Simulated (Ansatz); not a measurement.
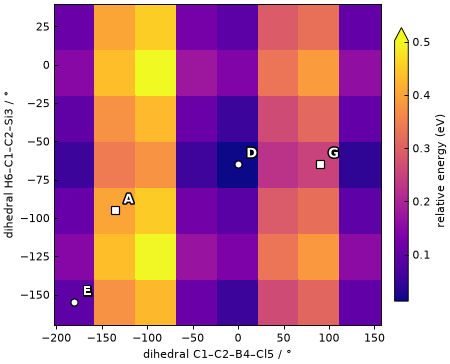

C2H8BClSi, SMILES CC([SiH3])BCl. The first coordinate is: dihedral C1–C2–B4–Cl5; the second: dihedral H6–C1–C2–Si3. Nothing is relaxed (all other coordinates rigid). Grid: 8 × 7 points. Points are written as (first, second). Energies: eV, counted from the relaxed molecule at the same level. Energies and slopes of some neighbouring points disagree (a jump in structure or state, or too coarse a mesh). Computed with Ansatz, RKS r2SCAN-D4/def2-SVP.

Drawn: one coloured cell a grid point, one colour for all values above the top of the scale, lettered points.

Is G the lowest point of the computed grid?

Answer. No. G lies 0.238 eV above the lowest grid point, which is at (0°, −65°).

Rank the lettered points by energy, lowest first.

Answer. D (0.012 eV), E (0.096 eV), G (0.251 eV), A (0.402 eV).
